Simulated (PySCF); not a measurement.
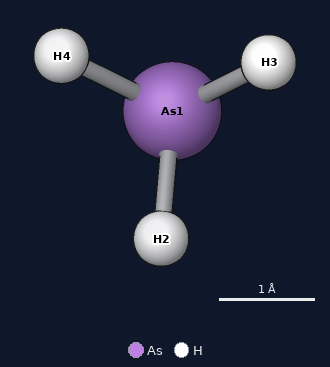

Figure 1. The input geometry of run A (ball-and-stick view, seen on its broad side; atoms are numbered from 1 in the order of the input).

**Two runs on AsH3**

System: AsH3 (Arsine).
Method of run A: TDDFT PBE0/def2-SVP, vertical, gas phase, core orbitals frozen in the response (PySCF 2.14.0).

The geometry comes from this level: PBE0-D3(BJ)/def2-SVP. Text and figures count atoms from 1; the logs count them from 0 in places.

Input, run A:
```
{"job": {"kind": "uv", "xc": "PBE0", "basis": "def2-SVP"}, "charge": 0, "multiplicity": 1}
As     0.037315    -0.038134     0.617511
H     -0.715955    -1.043446    -0.246865
H     -0.500254     1.139167    -0.189432
H      1.282654    -0.138477    -0.257395
```

The first line tells a small driver script what to run in PySCF; the rest is the geometry in Å.

Launched with:
```bash
OMP_NUM_THREADS=1 python <driver script> task.json out
```

Hardware: 1 CPU thread, shared host.

Output (run A):
```
coarse grid: 14752 points
cycle   1  E = -2237.1041549017  dE = -9.099e-01  |g| = 1.423e-01  |ddm| = 1.614e+00
cycle   2  E = -2237.1063685457  dE = -2.214e-03  |g| = 8.629e-02  |ddm| = 2.649e-01
cycle   3  E = -2237.1074359848  dE = -1.067e-03  |g| = 3.177e-03  |ddm| = 7.203e-02
cycle   4  E = -2237.1074396578  dE = -3.673e-06  |g| = 1.293e-03  |ddm| = 6.570e-03
final grid: 29192 points
cycle   5  E = -2237.1074494277  dE = -3.744e-07  |g| = 8.870e-04  |ddm| = 2.740e-03
cycle   6  E = -2237.1074495320  dE = -1.043e-07  |g| = 7.079e-04  |ddm| = 1.512e-03
cycle   7  E = -2237.1074496063  dE = -7.422e-08  |g| = 5.886e-05  |ddm| = 5.248e-04
cycle   8  E = -2237.1074496071  dE = -8.072e-10  |g| = 7.574e-06  |ddm| = 5.976e-05
converged SCF energy = -2237.1074496071

Static polarisability (au): isotropic 27.791, principal 26.156 28.604 28.614

Singlet excitations
state   eV       nm        f      main configurations
  1   7.4903    165.5   0.10351   H->L 0.93
  2   7.4908    165.5   0.10350   H->L+1 0.93
  3   8.1264    152.6   0.12937   H->L+2 0.97
  4   9.2781    133.6   0.00000   H-2->L 0.47, H-1->L+1 0.47
  5  10.0470    123.4   0.05464   H-1->L+1 0.20, H-2->L 0.20, H-2->L+2 0.20
  6  10.0483    123.4   0.05486   H-1->L 0.20, H-2->L+1 0.20, H-1->L+2 0.20
  7  10.8863    113.9   0.58881   H-1->L 0.44, H-2->L+1 0.44
  8  10.9967    112.7   0.83321   H-1->L+2 0.65, H-2->L+1 0.08, H-1->L 0.08
  9  10.9978    112.7   0.83309   H-2->L+2 0.65, H-1->L+1 0.08, H-2->L 0.08
 10  15.0705     82.3   0.00059   H->L+4 0.99

Triplet excitations (Tamm-Dancoff, eV): 5.9367 5.9374 7.2632 8.1807
```

For run B the input was changed thus:
```diff
-"basis": "def2-SVP"
+"basis": "6-31G*"
```

How does run B compare with run A?

The total energy of run B is 11.1 kcal/mol higher, which measures the change of basis and not a stability. The LUMO goes from 0.84 to 0.90 eV. The dipole moment goes from 0.50 to 0.65 D. The lowest excitation goes from 7.49 to 7.55 eV. The strongest computed line goes from 11.00 to 12.04 eV. The SCF takes 9 iterations against 8. The basis functions go from 47 to 38.

Output (run B):
```
coarse grid: 14752 points
cycle   1  E = -2237.0852746506  dE = -8.911e-01  |g| = 1.463e-01  |ddm| = 1.600e+00
cycle   2  E = -2237.0880577967  dE = -2.783e-03  |g| = 8.620e-02  |ddm| = 2.703e-01
cycle   3  E = -2237.0897561494  dE = -1.698e-03  |g| = 6.798e-03  |ddm| = 1.022e-01
cycle   4  E = -2237.0897651466  dE = -8.997e-06  |g| = 4.210e-03  |ddm| = 1.224e-02
cycle   5  E = -2237.0897689377  dE = -3.791e-06  |g| = 3.949e-04  |ddm| = 4.880e-03
final grid: 29192 points
cycle   6  E = -2237.0897769508  dE = -2.488e-08  |g| = 3.546e-04  |ddm| = 7.698e-04
cycle   7  E = -2237.0897769557  dE = -4.939e-09  |g| = 3.445e-04  |ddm| = 4.789e-04
cycle   8  E = -2237.0897769660  dE = -1.027e-08  |g| = 1.558e-05  |ddm| = 1.844e-04
cycle   9  E = -2237.0897769661  dE = -9.459e-11  |g| = 1.937e-06  |ddm| = 2.022e-05
converged SCF energy = -2237.0897769661

Static polarisability (au): isotropic 25.262, principal 24.285 25.745 25.755

Singlet excitations
state   eV       nm        f      main configurations
  1   7.5465    164.3   0.10474   H->L 0.91
  2   7.5469    164.3   0.10473   H->L+1 0.91
  3   9.0041    137.7   0.14150   H->L+2 0.95
  4   9.3814    132.2   0.00000   H-2->L 0.48, H-1->L+1 0.48
  5  10.3268    120.1   0.13898   H-1->L+1 0.27, H-2->L 0.27, H-2->L+1 0.15
  6  10.3279    120.0   0.13938   H-1->L 0.27, H-2->L+1 0.27, H-1->L+1 0.15
  7  10.9836    112.9   0.59862   H-2->L+1 0.42, H-1->L 0.42
  8  12.0427    103.0   0.69833   H-1->L+2 0.74
  9  12.0437    102.9   0.69811   H-2->L+2 0.74
 10  12.5089     99.1   0.08622   H->L+4 0.92

Triplet excitations (Tamm-Dancoff, eV): 6.0351 6.0358 7.8167 8.5639
```

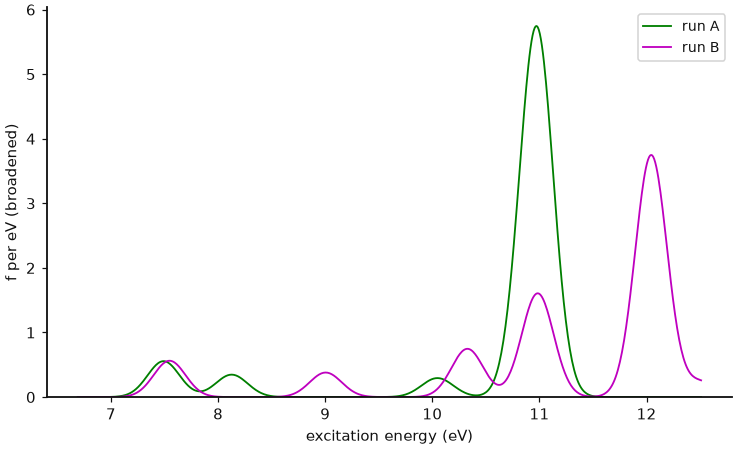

Figure 2. Absorption of the two runs from their computed states, each broadened by a Gaussian of 0.35 eV full width; the range ends where the shorter list of states ends.

The two runs side by side:

```csv
quantity,run A,run B
outcome,converged,converged
total energy (hartree),−2237.107450,−2237.089777
HOMO (eV),−7.76,−7.76
LUMO (eV),0.84,0.90
dipole moment (D),0.50,0.65
lowest excitation (eV),7.49,7.55
SCF iterations,8,9
strongest computed line (eV),11.00,12.04
basis functions,47,38
wall time (shared host),1.7 s,1.5 s
```

For both runs: Spin–orbit coupling is left out, which matters for the heavy atoms.
